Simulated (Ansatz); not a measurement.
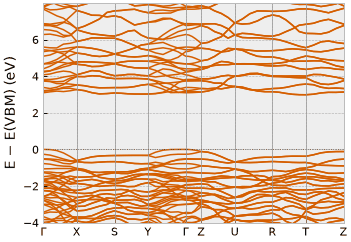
Fig. 1. Band structure from r²SCAN in the plane-wave PAW code Ansatz

The gap is 2.99 eV; an edge lies off the plotted path or next to a special point (maximum at Γ, minimum off the standard path).

Q: Pick the material that matches.
A) NbSbO4, Pna2_1 (Pearson symbol oP24)
B) CsI3, Pnma (Cs on 4c, I on 4c, I on 4c, I on 4c)
C) S, S12-ring
D) TlF3, Pnma (Tl on 4c, F on 8d, F on 4c)

A: A, NbSbO4, Pna2_1 (Pearson symbol oP24)

The workflow started from a Materials Project entry (that database holds measured and hypothetical structures alike); the Crystallography Open Database files this formula in space group No. 33, but the cells were not matched. Whether it is the stable phase at ambient conditions was not checked. The r²SCAN relaxation kept the symmetry of its start; its stability against distortions is not shown here. The run is not spin-polarised. Scalar-relativistic: spin–orbit coupling is off unless named, which matters more the heavier the elements.

Potentials: the later of the program's two PAW sets.
